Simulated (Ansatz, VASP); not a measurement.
# InSe in two plane-wave programs

Aim: how closely do two programs agree when they are given the same cell, functional and k mesh?

Calculated with Ansatz 0.2.0; plane waves, with VASP 6.6.1 beside it; single point at r2SCAN.

The database entry behind the starting cell differs from later determinations by our own check (c about 1.7 % long), so it need not match the best structure at ambient conditions.

## 1. The starting structure

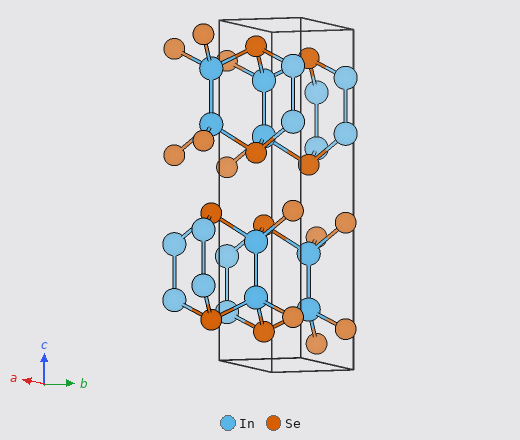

The starting structure, seen from a free direction (indium blue, selenium orange). 2×1×1 cells are drawn. Some periodic images of atoms are drawn too.

## 2. VASP: single point, r2SCAN

A single point gives forces, pressure and levels at one fixed geometry, so differences don't come from the geometry; what else differs is listed under the comparison.

Lines of VASP's logs that name or quote its potential files are left out, and so is its time.

Input file INCAR:

```
SYSTEM = InSe
PREC = Accurate
ENCUT = 400
EDIFF = 1E-07
NELM = 100
ISMEAR = 0
SIGMA = 0.01
LREAL = .FALSE.
ALGO = Normal
METAGGA = R2SCAN
LASPH = .TRUE.
NBANDS = 47
LORBIT = 11
LWAVE = .FALSE.
LCHARG = .FALSE.
KPAR = 2
```

Input file POSCAR:

```
InSe
1.0
    4.0500000000      0.0000000000      0.0000000000
   -2.0250000000      3.5074028853      0.0000000000
    0.0000000000      0.0000000000     16.9300000000
In Se
4 4
Direct
    0.3333333333      0.6666666667      0.1679005602
    0.6666666667      0.3333333333      0.6679005602
    0.3333333333      0.6666666667      0.3320994398
    0.6666666667      0.3333333333      0.8320994398
    0.3333333333      0.6666666667      0.5935821753
    0.6666666667      0.3333333333      0.0935821753
    0.3333333333      0.6666666667      0.9064178247
    0.6666666667      0.3333333333      0.4064178247
```

Input file KPOINTS:

```
Automatic mesh
0
Gamma
7 7 2
0 0 0
```

PAW data sets: In_d and Se (PBE family, release 64).

Command:

```console
$ mpirun -np 2 vasp_std
```

Numbers of over 12 decimals in the logs are rounded to 6 here.

What it wrote:

```text
[banner, memory and clock lines left out]
running    2 mpi-ranks, on    1 nodes
 distrk:  each k-point on    1 cores,    2 groups
 distr:  one band on    1 cores,    1 groups

 POSCAR found type information on POSCAR InSe
 POSCAR found :  2 types and       8 ions
|                                                                             |
|               ----> ADVICE to this user running VASP <----                  |
|                                                                             |
|     You enforced a specific xc type in the INCAR file but a different       |
|     [... a line on the potential file left out ...]
|     I HOPE YOU KNOW WHAT YOU ARE DOING!                                     |
|                                                                             |

 LDA part: xc-table for (None), standard interpolation
 POSCAR, INCAR and KPOINTS ok, starting setup
 FFT: planning ... GRIDC
 FFT: planning ... GRID_SOFT
 FFT: planning ... GRID
 WAVECAR not read
 entering main loop
       N       E                     dE             d eps       ncg     rms          rms(c)
DAV:   1     0.593981918410E+03    0.59398E+03   -0.30103E+04  1512   0.153E+03
DAV:   2    -0.608949803167E+02   -0.65488E+03   -0.63633E+03  1519   0.427E+02
DAV:   3    -0.161290997007E+03   -0.10040E+03   -0.97115E+02  1821   0.187E+02
DAV:   4    -0.167420574032E+03   -0.61296E+01   -0.60889E+01  1792   0.466E+01
DAV:   5    -0.167664481928E+03   -0.24391E+00   -0.24382E+00  2045   0.880E+00    0.127E+01
DAV:   6    -0.152837599466E+03    0.14827E+02   -0.65874E+00  1942   0.406E+01    0.683E+00
DAV:   7    -0.152912745164E+03   -0.75146E-01   -0.18735E+00  1825   0.642E+00    0.322E+00
DAV:   8    -0.152941267735E+03   -0.28523E-01   -0.78480E-02  2176   0.246E+00    0.929E-01
DAV:   9    -0.152938438867E+03    0.28289E-02   -0.30244E-02  1809   0.975E-01    0.338E-01
DAV:  10    -0.152939289652E+03   -0.85078E-03   -0.34166E-03  2058   0.433E-01    0.235E-01
DAV:  11    -0.152939586051E+03   -0.29640E-03   -0.53893E-04  2080   0.122E-01    0.174E-01
DAV:  12    -0.152939589152E+03   -0.31007E-05   -0.72478E-05  2069   0.626E-02    0.550E-02
DAV:  13    -0.152939558480E+03    0.30672E-04   -0.81846E-05  1864   0.503E-02    0.241E-02
DAV:  14    -0.152939559549E+03   -0.10689E-05   -0.44705E-06  1773   0.119E-02    0.273E-02
DAV:  15    -0.152939559409E+03    0.14014E-06   -0.68410E-07  1768   0.548E-03    0.230E-02
DAV:  16    -0.152939560881E+03   -0.14717E-05   -0.32498E-06  1902   0.188E-02    0.211E-02
DAV:  17    -0.152939560191E+03    0.68934E-06   -0.66841E-07  1761   0.358E-03    0.216E-02
DAV:  18    -0.152939559569E+03    0.62261E-06   -0.26795E-07  1210   0.673E-03    0.783E-03
DAV:  19    -0.152939559407E+03    0.16154E-06   -0.27571E-07  1420   0.386E-03    0.553E-03
DAV:  20    -0.152939559487E+03   -0.79440E-07   -0.42997E-08  1039   0.253E-03
   1 F= -.15293956E+03 E0= -.15293956E+03  d E =-.131661E-14
```

OUTCAR, selected parts (step 2):

```text
ion  position               nearest neighbor table
   1  0.333  0.667  0.168-   6 2.66   6 2.66   6 2.66   3 2.78
   2  0.667  0.333  0.668-   5 2.66   5 2.66   5 2.66   4 2.78
   3  0.333  0.667  0.332-   8 2.66   8 2.66   8 2.66   1 2.78
   4  0.667  0.333  0.832-   7 2.66   7 2.66   7 2.66   2 2.78
   5  0.333  0.667  0.594-   2 2.66   2 2.66   2 2.66
   6  0.667  0.333  0.094-   1 2.66   1 2.66   1 2.66
   7  0.333  0.667  0.906-   4 2.66   4 2.66   4 2.66
   8  0.667  0.333  0.406-   3 2.66   3 2.66   3 2.66

  LATTYP: Found a hexagonal cell.
 ALAT       =     4.0500000000
 C/A-ratio  =     4.1802469136

 Subroutine GETGRP returns: Found 24 space group operations
 (whereof 12 operations were pure point group operations)

The static configuration has the point symmetry D_3d.
 The point group associated with its full space group is D_6h.

 Found     16 irreducible k-points:

   k-points           NKPTS =     16   k-points in BZ     NKDIM =     16   number of bands    NBANDS=     47

   dimension x,y,z NGX =    28 NGY =   28 NGZ =  112
   dimension x,y,z NGXF=    56 NGYF=   56 NGZF=  224

   ENCUT  =  400.0 eV  29.40 Ry    5.42 a.u.   6.60  6.60 27.61*2*pi/ulx,y,z

   NELECT =      76.0000    total number of electrons

 k-points in reciprocal lattice and weights: Automatic mesh
   0.00000000  0.00000000  0.00000000       0.010
   0.14285714  0.00000000  0.00000000       0.061
   0.28571429  0.00000000  0.00000000       0.061
   0.42857143  0.00000000  0.00000000       0.061
   0.14285714  0.14285714  0.00000000       0.061
   0.28571429  0.14285714  0.00000000       0.122
   0.42857143  0.14285714  0.00000000       0.061
   0.28571429  0.28571429  0.00000000       0.061
   0.00000000  0.00000000  0.50000000       0.010
[...]
0.42857143  0.14285714  0.50000000       0.061
   0.28571429  0.28571429  0.50000000       0.061

 average (electrostatic) potential at core
       1-103.0943       2-103.0943       3-103.0943       4-103.0943       5 -58.7450
       6 -58.7450       7 -58.7450       8 -58.7450

 E-fermi :   3.6593

 k-point     1 :       0.0000    0.0000    0.0000
  band No.  band energies     occupation
    ...
     34       2.2881      2.00000
     35       2.2881      2.00000
     36       2.3718      2.00000
     37       2.3718      2.00000
     38       3.6098      2.00000
     39       4.3776      0.00000
     40       5.5032      0.00000
     41       6.0668      0.00000
     42       6.1225      0.00000
     43       8.0802      0.00000
    ...

 k-point     2 :       0.1429    0.0000    0.0000
  band No.  band energies     occupation
    ...
     34       1.9811      2.00000
     35       2.0652      2.00000
     36       2.1794      2.00000
     37       2.5650      2.00000
     38       3.4321      2.00000
     39       5.3686      0.00000
     40       5.9556      0.00000
     41       6.6377      0.00000
     42       6.8465      0.00000
     43       7.4147      0.00000
    ...

 k-point     3 :       0.2857    0.0000    0.0000
  band No.  band energies     occupation
    ...
     34       1.6184      2.00000
     35       1.6307      2.00000
     36       1.7850      2.00000
     37       2.6321      2.00000
     38       2.7568      2.00000
     39       5.6161      0.00000
     40       5.8145      0.00000
     41       6.0134      0.00000
     42       6.1705      0.00000
     43       7.7517      0.00000
    ...

  Total       -0.1405706     -0.1405706      0.9444398      0.0000000      0.0000000      0.0000000
  in kB       -0.9364996     -0.9364996      6.2919785      0.0000000      0.0000000      0.0000000
  external PRESSURE =       1.4729931 kB  Pullay stress =       0.0000000 kB

  energy-cutoff  :      400.00
  volume of cell :      240.49
      direct lattice vectors                 reciprocal lattice vectors
     4.050000000  0.000000000  0.000000000     0.246913580  0.142555622  0.000000000
    -2.025000000  3.507402885  0.000000000     0.000000000  0.285111244  0.000000000
     0.000000000  0.000000000 16.930000000     0.000000000  0.000000000  0.059066745

 POSITION                                       TOTAL-FORCE (eV/Angst)
 -----------------------------------------------------------------------------------
     -0.00000      2.33827      2.84256         0.000000      0.000000     -0.100012
      2.02500      1.16913     11.30756        -0.000000     -0.000000     -0.100012
     -0.00000      2.33827      5.62244         0.000000      0.000000      0.100012
      2.02500      1.16913     14.08744        -0.000000     -0.000000      0.100012
     -0.00000      2.33827     10.04935         0.000000      0.000000      0.054578
      2.02500      1.16913      1.58435         0.000000      0.000000      0.054578
     -0.00000      2.33827     15.34565        -0.000000     -0.000000     -0.054578
      2.02500      1.16913      6.88065         0.000000     -0.000000     -0.054578
 -----------------------------------------------------------------------------------
    total drift:                               -0.000000      0.000000      0.000000

  FREE ENERGIE OF THE ION-ELECTRON SYSTEM (eV)
  ---------------------------------------------------
  free  energy   TOTEN  =      -152.9395594867 eV

  energy  without entropy=     -152.9395594867  energy(sigma->0) =     -152.93955949

 total charge
# of ion       s       p       d       tot
------------------------------------------
    1        0.849   0.690   9.884  11.423
    2        0.849   0.690   9.884  11.423
    3        0.849   0.690   9.884  11.423
    4        0.849   0.690   9.884  11.423
    5        1.467   2.385   0.022   3.874
    6        1.467   2.385   0.022   3.874
    7        1.467   2.385   0.022   3.874
    8        1.467   2.385   0.022   3.874
--------------------------------------------------
tot          9.262  12.302  39.624  61.188

[... 3 further parts left out ...]
```

The run ends at a pressure of 0.15 GPa, with forces up to 0.10 eV/Å.

## 3. Ansatz: single point, r2SCAN

Ansatz runs on its default PAW (the set named soft_2) files.

The same cell, functional, mesh and smearing now go to Ansatz, which takes its cutoff from its data sets.

Input file input.yaml:

```yaml
crystal:
  lattice:
    - [4.05, 0.0, 0.0]
    - [-2.025, 3.5074028853, 0.0]
    - [0.0, 0.0, 16.93]
  atoms:
    - { symbol: In, position: [0.3333333333, 0.6666666667, 0.1679005602] }
    - { symbol: In, position: [0.6666666667, 0.3333333333, 0.6679005602] }
    - { symbol: In, position: [0.3333333333, 0.6666666667, 0.3320994398] }
    - { symbol: In, position: [0.6666666667, 0.3333333333, 0.8320994398] }
    - { symbol: Se, position: [0.3333333333, 0.6666666667, 0.5935821753] }
    - { symbol: Se, position: [0.6666666667, 0.3333333333, 0.0935821753] }
    - { symbol: Se, position: [0.3333333333, 0.6666666667, 0.9064178247] }
    - { symbol: Se, position: [0.6666666667, 0.3333333333, 0.4064178247] }
hamiltonian:
  xc: r2scan
  pseudopotentials: { kind: paw }
kpoints:
  mp_grid: { grid: [7, 7, 2] }
scf:
  occupations: { method: gaussian, width: 0.01 }
  n_extra_bands: 6
output:
  forces: true
  stress: true
  eigenvalues: true
```

Command:

```console
$ ansatz run input.yaml --threads 4 --pin off --max-ram 9216MiB --backend cpu --events-out ev --progress --plain --runs-dir out
```

What it wrote:

```text
scf.n_extra_bands = 6 over 58 filled bands (N_el = 116.0): the run solves 64 bands
Engine: ansatz 0.2.0, aarch64-unknown-linux-gnu
Pseudopotentials: kind: paw
Pseudopotential: In, paw, valence charge 13, recommended cutoff 500 eV (meta_gga), In.paw.azcp
Pseudopotential: Se, paw, valence charge 16, recommended cutoff 500 eV (meta_gga), Se.paw.azcp
Functional definition: r2SCAN
  parameter k0 = 0.174
  parameter k1 = 0.065
  parameter a1 = 4.9479
  exchange = r2scan_x(k0 = k0, k1 = k1, a1 = a1)
  correlation = r2scan_c
Crystal: 8 atoms, lattice volume = 240.490 Å³
Basis set: ecut = 500 eV, 6163 PW (Γ), exchange–correlation on 120×120×500 points (64 copies of the dense FFT grid, shifted against one another)
Bands: 64, of which v1, the nominal top of the filled ones, is band 58 counted from 1 (57 counted from 0)
Symmetry: 24 space group operations
Space group: P63/mmc (ITA 194), of the structure as read, at distance tolerance 6.2e-5 Å
k-points: 16 of 98
Non-local potential: In, projectors of the file, l = 0: 2, l = 1: 2, l = 2: 2, l = 3: 2
Non-local potential: Se, projectors of the file, l = 0: 2, l = 1: 2, l = 2: 3, l = 3: 1
PAW form: soft (Blöchl's): semilocal exchange-correlation on the pseudo side does not see the compensation charge
PAW frozen core: In, regenerated for the run's functional (the file was generated under x = pbe(κ = 0.804, μ = 0.219515), c = pbe(β = 0.066725))
PAW frozen core: Se, regenerated for the run's functional (the file was generated under x = pbe(κ = 0.804, μ = 0.219515), c = pbe(β = 0.066725))
PAW one-centre angular grid: In, 590 points (default); XC on 289 of its mesh's 2783 points in the sphere
PAW one-centre angular grid: Se, 590 points (default); XC on 160 Gauss nodes
Initial density: superposition of atomic densities (neutral atoms: chi_scale 0, normalization atom), corrected by the library's trained network
Initial wavefunctions: pseudopotential atomic-orbital guess
Functional: x = r2scan, c = r2scan; τ floored in thin density (d = 2e-4 eV/Å³)
SCF iter   1: F=—  HF=-44365.192775 eV  |F-HF|=—  |Δ(HF+E_count)|=         —  Δρ=5.76e-3  dr2=6.61e-2  dr2_τ=3.01e-2  ethr=1.77e-3  ⟨swp⟩=6.1  Hψ=4202  notcnv=0
preconditioner: auto → Resta (q_TF=auto, 2.416 Å⁻¹)  ε∞=3.4  [insulator: Δε(μ)=0.759 eV  Ē_g=13.470 eV  σ=0.010 eV  W_gap=1.00  n_scr=66 (ndim 8)  ℏωp=20.9 eV  f_vac=0.102  D(μ)=0.00/eV (n_scr^D=0)  ε∞_Penn≈3.4]
SCF iter   2: F=—  HF=-44365.216823 eV  |F-HF|=—  |Δ(HF+E_count)|=   2.40e-2  Δρ=2.54e-3  dr2=1.19e-2  dr2_τ=4.38e-4  ethr=5.69e-5  ⟨swp⟩=3.1  Hψ=2048  notcnv=0  defer=32
SCF iter   3: F=—  HF=-44365.216958 eV  |F-HF|=—  |Δ(HF+E_count)|=   1.34e-4  Δρ=6.43e-4  dr2=1.00e-3  dr2_τ=3.09e-5  ethr=1.02e-5  ⟨swp⟩=2.8  Hψ=1668  notcnv=0  defer=32
SCF iter   4: F=—  HF=-44365.217103 eV  |F-HF|=—  |Δ(HF+E_count)|=   1.45e-4  Δρ=1.87e-4  dr2=9.93e-5  dr2_τ=3.06e-6  ethr=8.66e-7  ⟨swp⟩=2.8  Hψ=1974  notcnv=0  defer=32
SCF iter   5: F=—  HF=-44365.217175 eV  |F-HF|=—  |Δ(HF+E_count)|=   7.22e-5  Δρ=5.35e-5  dr2=1.23e-5  dr2_τ=2.38e-7  ethr=8.56e-8  ⟨swp⟩=2.4  Hψ=1806  notcnv=0  defer=32
SCF iter   6: F=—  HF=-44365.217179 eV  |F-HF|=—  |Δ(HF+E_count)|=   3.95e-6  Δρ=1.75e-5  dr2=1.68e-6  dr2_τ=2.86e-8  ethr=1.06e-8  ⟨swp⟩=2.7  Hψ=1552  notcnv=0  defer=32
SCF iter   7: F=—  HF=-44365.217179 eV  |F-HF|=—  |Δ(HF+E_count)|=   5.87e-7  Δρ=5.54e-6  dr2=1.06e-7  dr2_τ=6.75e-9  ethr=1.45e-9  ⟨swp⟩=2.0  Hψ=1216  notcnv=0  defer=32
SCF iter   8: F=-44365.217180 eV  HF=-44365.217180 eV  |F-HF|=7.57e-10  |Δ(HF+E_count)|=   8.10e-8  Δρ=1.91e-6  dr2=9.30e-9  dr2_τ=1.66e-9  ethr=8.62e-11  ⟨swp⟩=9.2  Hψ=3963  notcnv=0
SCF 1 converged in 8 iterations: F = -44365.217180 eV  dr2 = 9.30e-9
  greatest PAW one-centre occupation: 1.000 electrons in one spin orbital (limit 2), on the Se atom at site 6 (counted from 0), in its partial waves of l = 2
SCF converged after 8 iterations
Free energy (F): -44365.217180 eV
Harris-Foulkes:  -44365.217180 eV  (|F-HF|=7.57e-10)
Internal energy: -44365.217180 eV  (E = F + TS)
E sigma→0 (E₀):  -44365.217180 eV
Fermi energy:    7.087490 eV
--- Per-component energies (eV) ---
  E_band       = -1947.435540
  E_kinetic    = 1444.613342
  E_local      = -16049.890362  (includes V_loc(G=0)·N_el)
  E_nonlocal   = -909.673280
  E_hartree    = 7395.315631
  E_xc         = -1195.228940
  E_vxc        = -847.360057  (∫ρ·V_xc dr)
  E_paw        = -24439.403581  (= ΣΔE_a)
  E_vpaw       = -426.130151  (= ΣTr[D̂ρ^β])
  E_aug_tail   = -0.000799  (compensation charges beyond the density's cutoff)
  E_vtau       = 50.375361  (kinetic-family band-sum trace: ∫τ·v_τ [+ j·A + Jᵃ·Aᵃ] dr)
  E_ewald      = -10607.752292
  E_core_change = -3.196898  (= ΣΔE_core)
  E_smearing   = -0.000000  (= −TS)
  E_closure    = 0.000000  (closes the sum)
  Σ components = -44365.217180   (vs F -44365.217180, Δ=0.00e0)
--- Forces (eV/Å), atoms counted from 1 ---
  atom   1  In     0.00000000    -0.00000000    -0.10769126
  atom   2  In     0.00000000     0.00000000    -0.10769126
  atom   3  In    -0.00000000    -0.00000000     0.10769126
  atom   4  In    -0.00000000     0.00000000     0.10769126
  atom   5  Se     0.00000000    -0.00000000     0.06952291
  atom   6  Se     0.00000000     0.00000000     0.06952291
  atom   7  Se     0.00000000    -0.00000000    -0.06952291
  atom   8  Se     0.00000000     0.00000000    -0.06952291
  max |Σ_I F_I| component: 6.94e-18 eV/Å
--- Stress (GPa, compression-positive) ---
       -0.083273      -0.000000       0.000000
        0.000000      -0.083273       0.000000
        0.000000       0.000000       0.629410
  P = ⅓ Tr σ = 0.1543 GPa (1.543 kbar)
--- Band table (eV; the first three rows and the last of 16) ---
  k-point 0: bands = [... 54 lower, 5.3853, 5.4688, 5.4688, 6.6989, 7.4760, 8.6023, 9.1692, 9.2241, ... 2 higher]
  k-point 1: bands = [... 54 lower, 5.4367, 5.4367, 5.9072, 5.9072, 8.1692, 8.1692, 9.1938, 9.1938, ... 2 higher]
  k-point 2: bands = [... 54 lower, 5.1628, 5.2767, 5.6556, 6.5209, 8.4643, 9.0514, 9.7371, 9.9469, ... 2 higher]
  k-point 15: bands = [... 54 lower, 4.5444, 4.5444, 5.0841, 5.0841, 8.8609, 8.8609, 9.3990, 9.3990, ... 2 higher]
```

Run time: 16 s. Hardware: 4 threads of Arm Neoverse N1, shared host; peak memory 1.3 GiB; 61 s of CPU time.

The run ends at a pressure of 0.15 GPa, with forces up to 0.11 eV/Å.

## 4. Side by side

Known differences besides the PAW data sets themselves: VASP keeps PBE cores, Ansatz makes them for the functional; the data sets hold 116 valence electrons in Ansatz (default PAW (the set named soft_2) files) and 76 in VASP; the cutoff is 500 eV in Ansatz and 400 eV in VASP. Total energies have different zeros and are not compared.

Compared:

```tsv
quantity	Ansatz	VASP	difference
pressure (GPa)	0.15	0.15	+0.01
gap on the k mesh (eV)	0.777	0.768	+0.009
```

Forces (eV/Å; atoms numbered as in POSCAR):

```tsv
atom	Ansatz x, y, z	VASP x, y, z
In1	0.000, 0.000, -0.108	0.000, 0.000, -0.100
In2	0.000, 0.000, -0.108	0.000, 0.000, -0.100
In3	0.000, 0.000, 0.108	0.000, 0.000, 0.100
In4	0.000, 0.000, 0.108	0.000, 0.000, 0.100
Se5	0.000, 0.000, 0.070	0.000, 0.000, 0.055
Se6	0.000, 0.000, 0.070	0.000, 0.000, 0.055
Se7	0.000, 0.000, -0.070	0.000, 0.000, -0.055
Se8	0.000, 0.000, -0.070	0.000, 0.000, -0.055
```

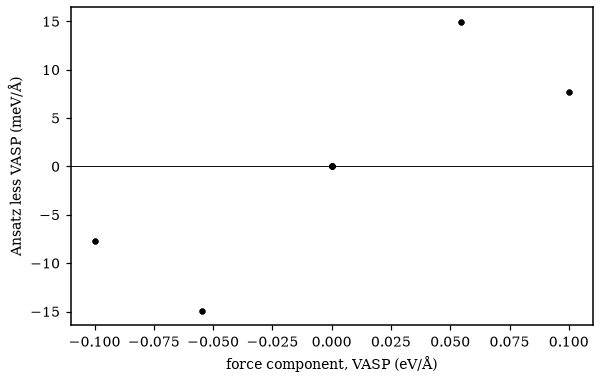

Difference of the force components against their size.

The forces differ by 6.9 meV/Å r.m.s., which is 14.7 % of the r.m.s. force of 0.05 eV/Å (both taken over all components). Ansatz's pressure holds a Pulay correction of 0.01 GPa; VASP's holds none.

## 5. Results

| Quantity | Value |
| --- | --- |
| r.m.s. force difference (single point, r2SCAN) | 6.9 meV/Å |

The r.m.s. force difference is 6.9 meV/Å (single point, r2SCAN), within the 12 meV/Å picked in this series as the mark of a large difference. 1 further run on this material is not shown. Differences of this kind measure data sets and numerical settings, not the functional's error against experiment.

[Lines on the potential files, build, host, timing and source positions are cut from VASP's logs without a mark.]

[Logs are printed without paths, hosts, clocks, repeated set-up lines and the standing remarks that a program may print on its own settings, such as how far it seeks lower states.]

[Hosts, paths, dates, database ids (printed as entryN), source tags and the programs' standing remarks are cut or masked in the printed files.]
